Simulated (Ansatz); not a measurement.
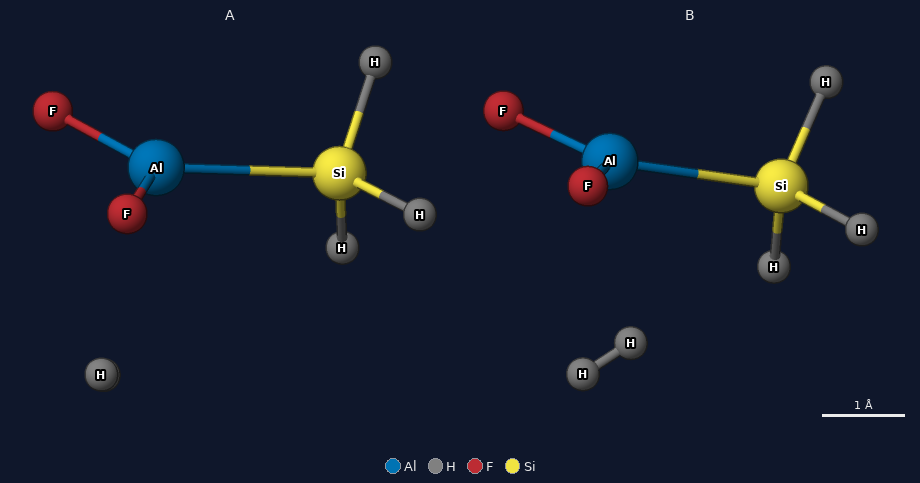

Two geometries of AlSiH5F2, drawn at one scale. One is the start of a relaxation, the other its converged end. Style: ball-and-stick. Shown at a tilt.

All numbers below come from RKS PBE/6-31G* in Ansatz 0.2.0. (no spin polarisation; force threshold 0.03 eV/Å; at most 50 steps)

### Which one is relaxed?

Structure A is the relaxed one. The run prepares an end point of a later path (reaction) calculation, from a guessed geometry. The largest move after the best rigid fit is that of an H atom, 0.91 Å. Largest moves by element: H 0.91 Å, F 0.39 Å, Si 0.28 Å, Al 0.15 Å. Some distances before and after: Al–Si 2.347 → 2.435 Å, H–H 0.714 → 0.754 Å. Over 17 accepted moves (22 points after the start) the energy falls by 4.21 kcal/mol. The largest force component goes from 1.7 to 0.02 eV/Å. The line search rejected the trial steps at points 2, 9, 12, 17, 19 of the run. Cost: 65 s on 1 thread of Arm Neoverse V2, on a shared host, peak memory 0.14 GiB.

Limits of the set-up: the start holds two separate molecules, 2.3 Å apart at their closest, whose relative position is a soft coordinate and is computed without a dispersion correction.
